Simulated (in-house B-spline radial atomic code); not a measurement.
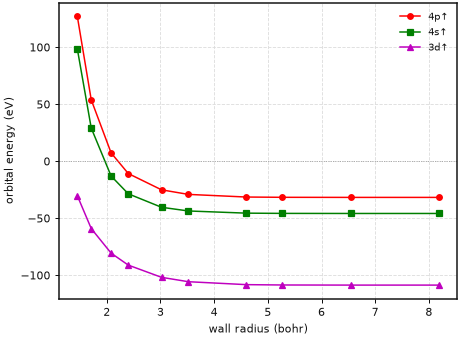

System: Kr²⁺ (Z = 36, 34 electrons), configuration [Ar] 3d10 4s2 4p4 (high spin). It is put inside a hard spherical wall of varying radius. Level of theory: non-relativistic PBE, spin-polarised, spherical fractional occupations, point nucleus, hard spherical wall, basis-set limit. Computed with an in-house B-spline radial code. The plot shows the outer orbital energies (spin up).

**How do the levels move, and do any cross?**

The levels rise as the wall closes in: 4p↑ goes from −31.8 eV at 8.19 bohr to 127.1 eV at 1.45 bohr and passes zero between 2.4 and 2.08 bohr. No two of the levels drawn cross. The fastest to rise is 4p↑ (by 158.9 eV), the slowest 3d↑ (by 78.5 eV): the wall presses hardest on the most extended orbitals.
